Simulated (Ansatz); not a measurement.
## Si2H6Cl2O: nudged elastic band

- system: Si2H6Cl2O
- method: RKS B3LYP-D4/def2-SVP (Ansatz 0.2.0)

One setting was made poor on purpose. It belongs to a series of runs on one base structure; here: band between the two ends. Figures and captions count atoms from 1; the log counts them from 0 in places.

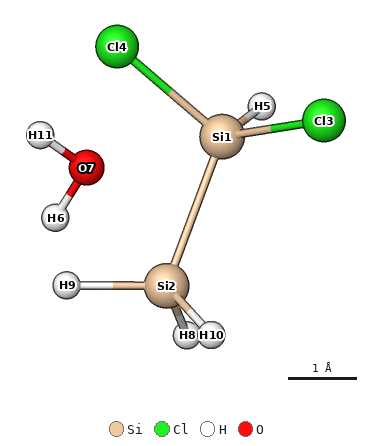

Fig. 1: The starting structure (ball-and-stick view, seen at a tilt; atoms are numbered from 1 in the order of the input).

**Input**
```yaml
crystal:
  periodic: [false, false, false]
  atoms:
    - { symbol: Si, position_ang: [-0.552168, 0.833449, -0.942213] }
    - { symbol: Si, position_ang: [1.039401, -0.832387, -0.4954] }
    - { symbol: Cl, position_ang: [-0.267727, 1.53265, -2.889346] }
    - { symbol: Cl, position_ang: [-0.212043, 2.458021, 0.344336] }
    - { symbol: H, position_ang: [-1.98024, 0.457867, -0.841871] }
    - { symbol: H, position_ang: [-0.683064, -1.053683, 2.217575] }
    - { symbol: O, position_ang: [-0.961036, -0.288683, 1.697153] }
    - { symbol: H, position_ang: [0.363155, -2.145136, -0.272648] }
    - { symbol: H, position_ang: [1.845563, -0.46954, 0.706874] }
    - { symbol: H, position_ang: [1.966435, -0.968181, -1.659633] }
    - { symbol: H, position_ang: [-0.558479, 0.475723, 2.135272] }
basis:
  gaussian: { orbitals: def2-SVP }
hamiltonian:
  xc: b3lyp
  dispersion: d4
neb:
  order_check: false
  images: 7
  f_tol: 0.03
  max_iterations: 60
  initial_path: linear
  final_atoms:
    - { symbol: Si, position_ang: [-1.50765385, 1.37314925, -0.35929969] }
    - { symbol: Si, position_ang: [1.64962792, -1.33533876, 0.12610102] }
    - { symbol: Cl, position_ang: [-1.144911, 0.03068606, -1.89783912] }
    - { symbol: Cl, position_ang: [0.18722617, 2.53818636, -0.1492939] }
    - { symbol: H, position_ang: [-2.66055423, 2.22143956, -0.70109137] }
    - { symbol: H, position_ang: [0.54318806, -0.88041171, 1.02203871] }
    - { symbol: O, position_ang: [-1.86509517, 0.57895343, 1.03227626] }
    - { symbol: H, position_ang: [1.17178736, -2.49903429, -0.66942805] }
    - { symbol: H, position_ang: [2.79341655, -1.74981979, 0.98792248] }
    - { symbol: H, position_ang: [2.05627672, -0.2162719, -0.76153479] }
    - { symbol: H, position_ang: [-1.22351153, -0.06143821, 1.37024747] }
```

Command:
```bash
ansatz run input.yaml --threads 2 --pin off --max-ram 3072MiB --backend cpu --events-out ev --progress --plain --runs-dir out
```

**Log**
```
Engine: ansatz 0.2.0, x86_64-unknown-linux-gnu
Functional definition: B3LYP
  parameter a0 = 0.2
  parameter ax = 0.72
  parameter ac = 0.81
  exchange = (1 - a0 - ax)*slater_x + ax*b88_x + a0*exact_x
  correlation = (1 - ac)*vwn_rpa_c + ac*lyp_c
1172 factors; integrals over basis functions are off by at most 2.4e-4 eV
mean field evaluation 1: about -42931.2377 eV, gradient 4.7e1 eV
mean field evaluation 2: about -42925.5031 eV, gradient 7.3e1 eV
mean field evaluation 4: about -42935.3021 eV, gradient 1.7e0 eV
mean field evaluation 8: about -42935.3092 eV, gradient 1.0e-1 eV
mean field evaluation 16: about -42935.3092 eV, gradient 1.1e-5 eV
mean field -42935.30921439 eV, -1577.8435110310 hartree, gradient 1.1e-5 eV, S^2 0.000000; 0 other end points of the search recorded, 0 dependent functions left out
the calculation of the forces begins
reference -42935.30949158 eV, -1577.8435212177 hartree; 38, 38 occupied and 78, 78 virtual orbitals, 1172 factors
1171 factors; integrals over basis functions are off by at most 8.2e-4 eV
mean field -42936.31952503 eV, -1577.8806392621 hartree, gradient 5.4e-5 eV, S^2 0.000000; 0 other end points of the search recorded, 0 dependent functions left out
[... from here on the field's lines of each further geometry are left out, up to the last ...]
NEB iter   1: max|band force component| = 4.225e1 eV/Å  barrier→ = 13.6402 eV  barrier← = 14.6188 eV  Δτ_max = 0.2000 Å  (235 SCF iters)
NEB iter   2: max|band force component| = 3.997e0 eV/Å  barrier→ = 4.6156 eV  barrier← = 5.5943 eV  Δτ_max = 0.2000 Å  (202 SCF iters)
NEB iter   3: max|band force component| = 3.588e0 eV/Å  barrier→ = 3.7100 eV  barrier← = 4.6886 eV  Δτ_max = 0.2000 Å  (199 SCF iters)
NEB iter   4: max|band force component| = 2.024e0 eV/Å  barrier→ = 3.1472 eV  barrier← = 4.1259 eV  Δτ_max = 0.2000 Å  (188 SCF iters)
NEB iter   5: max|band force component| = 1.459e0 eV/Å  barrier→ = 2.5040 eV  barrier← = 3.4827 eV  Δτ_max = 0.2000 Å  (183 SCF iters)
NEB iter   6: max|band force component| = 1.701e0 eV/Å  barrier→ = 2.3178 eV  barrier← = 3.2964 eV  Δτ_max = 0.1019 Å  (181 SCF iters)
NEB iter   7: max|band force component| = 3.205e0 eV/Å  barrier→ = 2.4830 eV  barrier← = 3.4617 eV  Δτ_max = 0.0505 Å  (175 SCF iters)
NEB iter   8: max|band force component| = 1.064e0 eV/Å  barrier→ = 2.2240 eV  barrier← = 3.2026 eV  Δτ_max = 0.1010 Å  (167 SCF iters)
NEB iter   9: max|band force component| = 5.370e-1 eV/Å  barrier→ = 2.1721 eV  barrier← = 3.1508 eV  Δτ_max = 0.1002 Å  (167 SCF iters)
NEB iter  10: max|band force component| = 9.053e-1 eV/Å  barrier→ = 2.1244 eV  barrier← = 3.1030 eV  Δτ_max = 0.0499 Å  (166 SCF iters)
NEB iter  11: max|band force component| = 9.324e-1 eV/Å  barrier→ = 2.0522 eV  barrier← = 3.0309 eV  Δτ_max = 0.0250 Å  (163 SCF iters)
NEB iter  12: max|band force component| = 7.958e-1 eV/Å  barrier→ = 2.0015 eV  barrier← = 2.9801 eV  Δτ_max = 0.0500 Å  (169 SCF iters)
NEB iter  13: max|band force component| = 8.232e-1 eV/Å  barrier→ = 1.8985 eV  barrier← = 2.8772 eV  CI = image 4  Δτ_max = 0.1025 Å  (169 SCF iters)
NEB iter  14: max|band force component| = 3.977e-1 eV/Å  barrier→ = 2.0738 eV  barrier← = 3.0525 eV  CI = image 4  Δτ_max = 0.0587 Å  (167 SCF iters)
NEB iter  15: max|band force component| = 4.015e-1 eV/Å  barrier→ = 2.0650 eV  barrier← = 3.0437 eV  CI = image 4  Δτ_max = 0.0297 Å  (167 SCF iters)
NEB iter  16: max|band force component| = 2.773e-1 eV/Å  barrier→ = 2.0594 eV  barrier← = 3.0380 eV  CI = image 4  Δτ_max = 0.0295 Å  (165 SCF iters)
NEB iter  17: max|band force component| = 1.553e-1 eV/Å  barrier→ = 2.0519 eV  barrier← = 3.0305 eV  CI = image 4  Δτ_max = 0.0592 Å  (162 SCF iters)
NEB iter  18: max|band force component| = 1.162e-1 eV/Å  barrier→ = 2.0435 eV  barrier← = 3.0222 eV  CI = image 4  Δτ_max = 0.0542 Å  (161 SCF iters)
NEB iter  19: max|band force component| = 2.069e-1 eV/Å  barrier→ = 2.0396 eV  barrier← = 3.0183 eV  CI = image 4  Δτ_max = 0.0270 Å  (163 SCF iters)
NEB iter  20: max|band force component| = 2.021e-1 eV/Å  barrier→ = 2.0365 eV  barrier← = 3.0152 eV  CI = image 4  Δτ_max = 0.0270 Å  (166 SCF iters)
NEB iter  21: max|band force component| = 1.575e-1 eV/Å  barrier→ = 2.0330 eV  barrier← = 3.0117 eV  CI = image 4  Δτ_max = 0.0271 Å  (163 SCF iters)
NEB iter  22: max|band force component| = 1.479e-1 eV/Å  barrier→ = 2.0306 eV  barrier← = 3.0092 eV  CI = image 4  Δτ_max = 0.0541 Å  (164 SCF iters)
NEB iter  23: max|band force component| = 1.273e-1 eV/Å  barrier→ = 2.0239 eV  barrier← = 3.0026 eV  CI = image 4  Δτ_max = 0.0543 Å  (162 SCF iters)
NEB iter  24: max|band force component| = 1.276e-1 eV/Å  barrier→ = 2.0169 eV  barrier← = 2.9956 eV  CI = image 4  Δτ_max = 0.0271 Å  (163 SCF iters)
NEB iter  25: max|band force component| = 1.333e-1 eV/Å  barrier→ = 2.0134 eV  barrier← = 2.9921 eV  CI = image 4  Δτ_max = 0.0135 Å  (163 SCF iters)
NEB iter  26: max|band force component| = 1.203e-1 eV/Å  barrier→ = 2.0117 eV  barrier← = 2.9903 eV  CI = image 4  Δτ_max = 0.0135 Å  (159 SCF iters)
NEB iter  27: max|band force component| = 1.214e-1 eV/Å  barrier→ = 2.0099 eV  barrier← = 2.9885 eV  CI = image 4  Δτ_max = 0.0135 Å  (162 SCF iters)
NEB iter  28: max|band force component| = 1.236e-1 eV/Å  barrier→ = 2.0081 eV  barrier← = 2.9867 eV  CI = image 4  Δτ_max = 0.0271 Å  (161 SCF iters)
NEB iter  29: max|band force component| = 1.305e-1 eV/Å  barrier→ = 2.0044 eV  barrier← = 2.9831 eV  CI = image 4  Δτ_max = 0.0542 Å  (163 SCF iters)
NEB iter  30: max|band force component| = 1.451e-1 eV/Å  barrier→ = 1.9971 eV  barrier← = 2.9757 eV  CI = image 4  Δτ_max = 0.0542 Å  (160 SCF iters)
NEB iter  31: max|band force component| = 1.593e-1 eV/Å  barrier→ = 1.9897 eV  barrier← = 2.9684 eV  CI = image 4  Δτ_max = 0.0542 Å  (162 SCF iters)
NEB iter  32: max|band force component| = 1.639e-1 eV/Å  barrier→ = 1.9824 eV  barrier← = 2.9611 eV  CI = image 4  Δτ_max = 0.0541 Å  (164 SCF iters)
NEB iter  33: max|band force component| = 1.678e-1 eV/Å  barrier→ = 1.9754 eV  barrier← = 2.9541 eV  CI = image 4  Δτ_max = 0.0541 Å  (163 SCF iters)
NEB iter  34: max|band force component| = 1.599e-1 eV/Å  barrier→ = 1.9688 eV  barrier← = 2.9474 eV  CI = image 4  Δτ_max = 0.0541 Å  (163 SCF iters)
NEB iter  35: max|band force component| = 1.563e-1 eV/Å  barrier→ = 1.9627 eV  barrier← = 2.9414 eV  CI = image 4  Δτ_max = 0.0541 Å  (162 SCF iters)
NEB iter  36: max|band force component| = 1.497e-1 eV/Å  barrier→ = 1.9575 eV  barrier← = 2.9362 eV  CI = image 4  Δτ_max = 0.0541 Å  (163 SCF iters)
NEB iter  37: max|band force component| = 1.316e-1 eV/Å  barrier→ = 1.9533 eV  barrier← = 2.9320 eV  CI = image 4  Δτ_max = 0.0541 Å  (163 SCF iters)
NEB iter  38: max|band force component| = 1.460e-1 eV/Å  barrier→ = 1.9492 eV  barrier← = 2.9279 eV  CI = image 4  Δτ_max = 0.0270 Å  (160 SCF iters)
NEB iter  39: max|band force component| = 1.425e-1 eV/Å  barrier→ = 1.9472 eV  barrier← = 2.9259 eV  CI = image 4  Δτ_max = 0.0271 Å  (162 SCF iters)
NEB iter  40: max|band force component| = 1.200e-1 eV/Å  barrier→ = 1.9461 eV  barrier← = 2.9248 eV  CI = image 4  Δτ_max = 0.0271 Å  (161 SCF iters)
NEB iter  41: max|band force component| = 8.363e-2 eV/Å  barrier→ = 1.9452 eV  barrier← = 2.9238 eV  CI = image 4  Δτ_max = 0.0271 Å  (159 SCF iters)
NEB iter  42: max|band force component| = 7.095e-2 eV/Å  barrier→ = 1.9443 eV  barrier← = 2.9230 eV  CI = image 4  Δτ_max = 0.0542 Å  (160 SCF iters)
NEB iter  43: max|band force component| = 6.151e-2 eV/Å  barrier→ = 1.9434 eV  barrier← = 2.9221 eV  CI = image 4  Δτ_max = 0.0903 Å  (163 SCF iters)
NEB iter  44: max|band force component| = 5.237e-2 eV/Å  barrier→ = 1.9426 eV  barrier← = 2.9212 eV  CI = image 4  Δτ_max = 0.0521 Å  (162 SCF iters)
NEB iter  45: max|band force component| = 5.811e-2 eV/Å  barrier→ = 1.9422 eV  barrier← = 2.9209 eV  CI = image 4  Δτ_max = 0.0260 Å  (165 SCF iters)
NEB iter  46: max|band force component| = 5.971e-2 eV/Å  barrier→ = 1.9423 eV  barrier← = 2.9209 eV  CI = image 4  Δτ_max = 0.0129 Å  (160 SCF iters)
NEB iter  47: max|band force component| = 4.484e-2 eV/Å  barrier→ = 1.9414 eV  barrier← = 2.9200 eV  CI = image 4  Δτ_max = 0.0129 Å  (158 SCF iters)
NEB iter  48: max|band force component| = 3.515e-2 eV/Å  barrier→ = 1.9413 eV  barrier← = 2.9199 eV  CI = image 4  Δτ_max = 0.0129 Å  (151 SCF iters)
the calculation of the forces begins
reference -42936.29255064 eV, -1577.8796479715 hartree; 38, 38 occupied and 78, 78 virtual orbitals, 1173 factors
1172 factors; integrals over basis functions are off by at most 5.8e-4 eV
mean field evaluation 2016: about -42933.3307 eV, gradient 2.0e-5 eV
mean field -42933.33068331 eV, -1577.7708013548 hartree, gradient 4.5e-5 eV, S^2 0.000000; 1 other end points of the search recorded, 0 dependent functions left out
the calculation of the forces begins
reference -42933.33096490 eV, -1577.7708117030 hartree; 38, 38 occupied and 78, 78 virtual orbitals, 1172 factors
NEB iter  49: max|band force component| = 2.745e-2 eV/Å  barrier→ = 1.9412 eV  barrier← = 2.9199 eV  CI = image 4  Δτ_max = 0.0000 Å  (322 SCF iters)
```

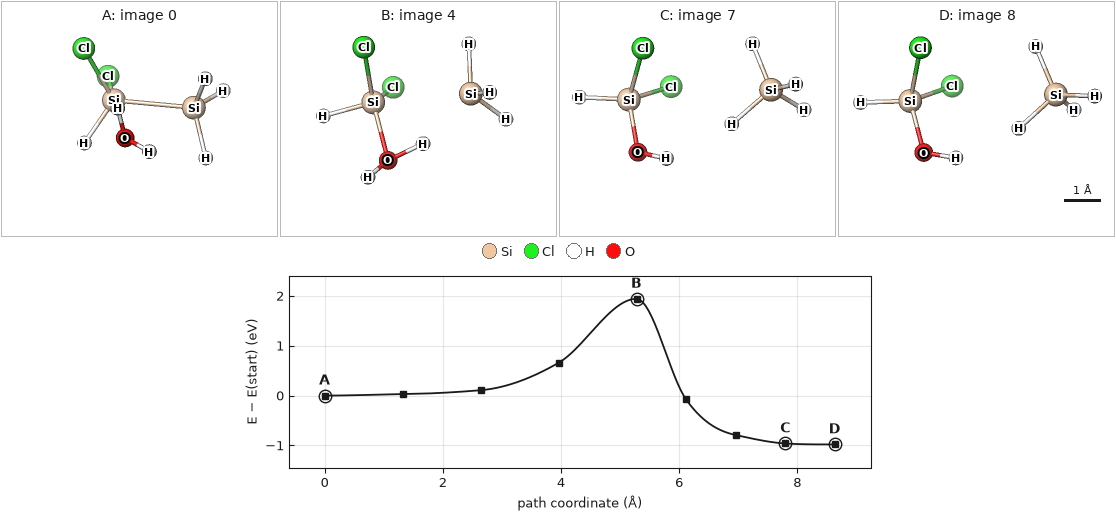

Fig. 2: Images of the last band (counted from 0; ball-and-stick, seen at a tilt) above the energy along the path; the line is a cubic interpolation that uses the forces. The highest image is number 4, 1.941 eV above the start and 2.920 eV above the end (the climbing image); the end lies 0.979 eV below the start. The path is 8.64 Å long. The band converged in 49 iterations.

```
Total energy: -42933.88986083 eV, -1577.7913507499 hartree
Atom 0 at    -0.892999     0.777454    -0.479173 Å, force     0.000612    -0.013178     0.012287 eV/Å
Atom 1 at     1.395147    -0.857679    -0.009718 Å, force     0.001206     0.001627    -0.006696 eV/Å
Atom 2 at    -0.995740    -0.207006    -2.314815 Å, force     0.000548    -0.001480    -0.001593 eV/Å
Atom 3 at     0.416386     2.391809    -0.257857 Å, force     0.000834     0.000866    -0.000870 eV/Å
Atom 4 at    -2.185115     1.506210    -0.501159 Å, force    -0.000868     0.000050     0.000818 eV/Å
Atom 5 at    -0.283097    -0.514412     1.007716 Å, force    -0.002725    -0.002430     0.004172 eV/Å
Atom 6 at    -1.346417    -0.147384     1.048537 Å, force     0.006503     0.020288    -0.016717 eV/Å
Atom 7 at     1.300958    -2.333359    -0.265796 Å, force    -0.000655     0.001458     0.000200 eV/Å
Atom 8 at     2.328855    -0.650557     1.151922 Å, force    -0.001439    -0.000311     0.000495 eV/Å
Atom 9 at     2.047320    -0.233467    -1.198985 Å, force     0.000487    -0.000261     0.001226 eV/Å
Atom 10 at    -1.785502     0.268490     1.819427 Å, force    -0.004504    -0.006628     0.006677 eV/Å
Dipole moment:    -0.562903     0.091692     0.644606 e Å
this run last wrote the band of iteration 49 to [file]
```

**The last band as extended XYZ (Å, eV, eV/Å)**
```
11
Properties=species:S:1:pos:R:3:forces:R:3 image=0 energy=-42935.83080
Si   -0.5522    0.8334   -0.9422   -0.0038   0.0071   0.0056
Si    1.0394   -0.8324   -0.4954    0.0213  -0.0238  -0.0031
Cl   -0.2677    1.5327   -2.8893    0.0039  -0.0015  -0.0001
Cl   -0.2120    2.4580    0.3443   -0.0006  -0.0035   0.0034
H    -1.9802    0.4579   -0.8419    0.0009  -0.0050  -0.0012
H    -0.6831   -1.0537    2.2176    0.0044  -0.0131   0.0115
O    -0.9610   -0.2887    1.6972   -0.0070   0.0069  -0.0161
H     0.3632   -2.1451   -0.2726    0.0113   0.0260  -0.0014
H     1.8456   -0.4695    0.7069   -0.0176  -0.0043  -0.0215
H     1.9664   -0.9682   -1.6596   -0.0160   0.0010   0.0184
H    -0.5585    0.4757    2.1353    0.0031   0.0103   0.0046
11
Properties=species:S:1:pos:R:3:forces:R:3 image=1 energy=-42935.80173
Si   -0.5049    0.7548   -0.8993   -0.0073  -0.0037  -0.0155
Si    1.0937   -0.9155   -0.5264   -0.0004  -0.0058   0.0015
Cl   -0.3814    1.2888   -2.9164    0.0090   0.0083   0.0034
Cl   -0.0210    2.4505    0.2348   -0.0117  -0.0064   0.0219
H    -1.9284    0.4375   -0.6510   -0.0011  -0.0113  -0.0060
H    -0.2615   -0.4835    2.3312    0.0090   0.0202   0.0068
O    -1.0273   -0.3032    1.7677   -0.0038  -0.0125  -0.0180
H     0.4686   -2.2563   -0.7135   -0.0017  -0.0025  -0.0015
H     1.6523   -0.8160    0.8527   -0.0011  -0.0020   0.0007
H     2.2069   -0.7473   -1.5043   -0.0028  -0.0026  -0.0019
H    -1.2973    0.5904    2.0248    0.0118   0.0182   0.0085
11
Properties=species:S:1:pos:R:3:forces:R:3 image=2 energy=-42935.72255
Si   -0.4514    0.8328   -0.9281    0.0107   0.0113  -0.0352
Si    1.1350   -0.8034   -0.4167   -0.0089  -0.0037  -0.0092
Cl   -0.7013    0.7550   -3.0029    0.0286   0.0519  -0.0398
Cl    0.4250    2.6549   -0.3927   -0.0245   0.0124   0.0003
H    -1.8249    0.8477   -0.3799    0.0045  -0.0542  -0.0139
H    -0.3749   -0.5571    2.3787    0.0108   0.0119   0.0686
O    -1.0414   -0.4660    1.6847    0.0298  -0.0056   0.0475
H     0.5949   -2.1838   -0.5615   -0.0311   0.0046  -0.0047
H     1.6856   -0.6186    0.9575   -0.0262   0.0097  -0.0067
H     2.2475   -0.6063   -1.3920    0.0076  -0.0274  -0.0027
H    -1.6942    0.1449    2.0530   -0.0014  -0.0110  -0.0042
11
Properties=species:S:1:pos:R:3:forces:R:3 image=3 energy=-42935.17363
Si   -0.5700    0.7373   -0.6810    0.1792  -0.0387  -0.1467
Si    1.2571   -0.7467   -0.2790   -0.0666   0.0868  -0.1236
Cl   -0.9351    0.1163   -2.6636    0.0631   0.1298  -0.2017
Cl    0.5352    2.5259   -0.4320    0.0259   0.0746  -0.1342
H    -1.9225    1.2427   -0.3323    0.1284  -0.1967   0.0487
H    -0.4492   -0.6147    1.7278   -0.0992  -0.0493   0.4043
O    -1.3109   -0.3747    1.3585    0.0183  -0.1288   0.1924
H     0.9755   -2.2088   -0.4185   -0.1416   0.0880  -0.0346
H     1.9363   -0.5797    1.0541   -0.2233   0.0999  -0.0201
H     2.2099   -0.3190   -1.3329    0.1102  -0.0343  -0.0514
H    -1.7267    0.2214    1.9991    0.0054  -0.0312   0.0670
11
Properties=species:S:1:pos:R:3:forces:R:3 image=4 energy=-42933.88958
Si   -0.8930    0.7775   -0.4792    0.0006  -0.0132   0.0123
Si    1.3951   -0.8577   -0.0097    0.0012   0.0016  -0.0067
Cl   -0.9957   -0.2070   -2.3148    0.0005  -0.0015  -0.0016
Cl    0.4164    2.3918   -0.2579    0.0008   0.0009  -0.0009
H    -2.1851    1.5062   -0.5012   -0.0009   0.0001   0.0008
H    -0.2831   -0.5144    1.0077   -0.0027  -0.0024   0.0042
O    -1.3464   -0.1474    1.0485    0.0065   0.0203  -0.0167
H     1.3010   -2.3334   -0.2658   -0.0007   0.0015   0.0002
H     2.3289   -0.6506    1.1519   -0.0014  -0.0003   0.0005
H     2.0473   -0.2335   -1.1990    0.0005  -0.0003   0.0012
H    -1.7855    0.2685    1.8194   -0.0045  -0.0066   0.0067
11
Properties=species:S:1:pos:R:3:forces:R:3 image=5 energy=-42935.90678
Si   -1.2005    0.8508   -0.4427   -0.6698   0.2596   0.1633
Si    1.5277   -0.9308    0.1463    0.2524  -0.2489   0.2524
Cl   -0.9445   -0.3131   -2.1380    0.0337  -0.0116   0.4154
Cl    0.3101    2.2763   -0.2799   -0.1139  -0.2657   0.1152
H    -2.4053    1.6208   -0.6812   -0.4330   0.4287  -0.2345
H     0.1957   -0.5851    0.7642    1.0959  -0.2212  -0.5841
O    -1.5443   -0.0594    0.9148   -0.4319   0.2015  -0.2767
H     1.4497   -2.3819   -0.1602    0.1983  -0.1710   0.0278
H     2.4835   -0.6148    1.2347    0.3517  -0.1417   0.0746
H     1.9787   -0.2196   -1.0886   -0.2037   0.0000   0.1743
H    -1.8510    0.3570    1.7306   -0.0797   0.1703  -0.1277
11
Properties=species:S:1:pos:R:3:forces:R:3 image=6 energy=-42936.62085
Si   -1.4851    0.9485   -0.5395   -0.1123   0.0533  -0.0144
Si    1.7301   -1.0114    0.2499    0.0739  -0.0484   0.0258
Cl   -1.0182   -0.3650   -2.0539   -0.0423   0.0057   0.0288
Cl    0.0938    2.2501   -0.2106   -0.0677  -0.0019   0.0463
H    -2.6365    1.7583   -0.9659   -0.0780   0.0781  -0.0810
H     0.4006   -0.6814    0.8117    0.0884  -0.0515   0.0107
O    -1.8394    0.0512    0.7954   -0.1187   0.0470  -0.0466
H     1.7491   -2.4683   -0.0577    0.0940  -0.0443   0.0092
H     2.7513   -0.6743    1.2811    0.1034  -0.0570   0.0016
H     2.0066   -0.2365   -0.9886    0.0081  -0.0144   0.0285
H    -1.7526    0.4290    1.6783    0.0512   0.0333  -0.0089
11
Properties=species:S:1:pos:R:3:forces:R:3 image=7 energy=-42936.79049
Si   -1.6402    1.0303   -0.5988   -0.0151   0.0157  -0.0017
Si    1.8216   -1.0098    0.3445    0.0095  -0.0062   0.0075
Cl   -1.0488   -0.4012   -1.9742   -0.0100   0.0000   0.0109
Cl   -0.0506    2.3261   -0.3135   -0.0114   0.0105  -0.0119
H    -2.7967    1.7593   -1.1407   -0.0165   0.0099  -0.0151
H     0.4860   -0.7273    0.9442    0.0106  -0.0084   0.0159
O    -2.1035    0.3556    0.8242   -0.0396   0.0449   0.0084
H     1.8816   -2.4582    0.0026    0.0086  -0.0043   0.0021
H     2.8603   -0.6857    1.3626    0.0140  -0.0116   0.0045
H     2.0256   -0.1834   -0.8712   -0.0008   0.0009   0.0113
H    -1.4355   -0.0055    1.4204    0.0507  -0.0516  -0.0319
11
Properties=species:S:1:pos:R:3:forces:R:3 image=8 energy=-42936.80946
Si   -1.6902    0.9904   -0.6708   -0.0175   0.0039   0.0010
Si    1.8429   -0.9633    0.4430    0.0069  -0.0096   0.0041
Cl   -0.9638   -0.4829   -1.9368    0.0020   0.0053   0.0020
Cl   -0.2530    2.4728   -0.5664    0.0048  -0.0038  -0.0033
H    -2.9412    1.5416   -1.2156    0.0040  -0.0022  -0.0032
H     0.6001   -0.5913    1.1853    0.0076   0.0010  -0.0045
O    -2.0203    0.3702    0.8129   -0.0032  -0.0044  -0.0030
H     1.6493   -2.3060   -0.1695   -0.0004   0.0108  -0.0002
H     2.9631   -1.0145    1.4254   -0.0076   0.0006  -0.0049
H     2.1201    0.0598   -0.5972   -0.0035  -0.0040   0.0067
H    -1.3071   -0.0767    1.2900    0.0068   0.0025   0.0054
```

**Results in brief**

- outcome: converged
- barrier, forward: 1.941 eV
- barrier, backward: 2.920 eV
- hardware: 2 threads of Intel Xeon (Granite Rapids), 16 GiB of memory available, shared host
- wall time: 16 min (CPU time 30 min)
- peak memory: 0.33 GiB

**Notes**

A deliberately poor setting: straight start. The order of the saddle point was not checked.
